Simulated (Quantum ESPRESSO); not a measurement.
Band structure of In (I4/mmm, 1 atom in the cell).

```
CELL_PARAMETERS angstrom
      1.62973    -1.62973     2.49290
      1.62973     1.62973     2.49290
     -1.62973    -1.62973     2.49290
ATOMIC_POSITIONS crystal
  In 0.00000 0.00000 0.00000
```

Level of theory: PBE, PseudoDojo standard norm-conserving (PBE) pseudopotentials (plane waves; Quantum ESPRESSO).

Settings: ecutwfc = 70 Ry; occupations = smearing; smearing = fermi-dirac; degauss = 0.0099958 Ry; potentials = {In: In.upf}; K_POINTS = automatic 11 11 11 0 0 0; nbnd = 19; conv_thr = 1e-09 Ry; mixing_beta = 0.3.

The starting cell comes from a database of computed structures (which also holds hypothetical and non-ambient phases and stackings), without a prior relaxation at this level.

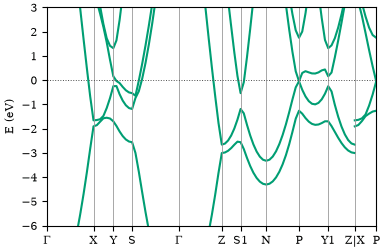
Fig. 1. Bands along the path, energies from the Fermi level.

Levels in eV from the Fermi level, bands 4 to 11:
```json
[
 {"point": "Γ", "4": "-14.54", "5": "-14.44", "6": "-9.46", "7": "10.44", "8": "10.44", "9": "10.60", "10": "11.79", "11": "13.83"},
 {"point": "X", "4": "-14.34", "5": "-14.25", "6": "-1.90", "7": "-1.66", "8": "3.48", "9": "3.95", "10": "6.93", "11": "7.27"},
 {"point": "Y", "4": "-14.44", "5": "-14.33", "6": "-1.70", "7": "-0.25", "8": "0.16", "9": "1.32", "10": "12.81", "11": "13.02"},
 {"point": "S", "4": "-14.44", "5": "-14.36", "6": "-2.56", "7": "-1.19", "8": "-0.53", "9": "6.19", "10": "8.97", "11": "15.94"},
 {"point": "Z", "4": "-14.31", "5": "-14.31", "6": "-3.00", "7": "-2.66", "8": "4.77", "9": "4.77", "10": "8.17", "11": "8.17"},
 {"point": "S1", "4": "-14.44", "5": "-14.36", "6": "-2.56", "7": "-1.19", "8": "-0.53", "9": "6.19", "10": "8.97", "11": "15.94"},
 {"point": "N", "4": "-14.36", "5": "-14.32", "6": "-4.30", "7": "-3.32", "8": "7.41", "9": "9.13", "10": "11.24", "11": "11.28"},
 {"point": "P", "4": "-14.43", "5": "-14.25", "6": "-1.26", "7": "-0.05", "8": "-0.05", "9": "1.75", "10": "12.25", "11": "13.10"},
 {"point": "Y1", "4": "-14.44", "5": "-14.33", "6": "-1.70", "7": "-0.25", "8": "0.16", "9": "1.32", "10": "12.81", "11": "13.02"}
]
```

Bands cross the Fermi level along this path, so the cell is metallic at this level.
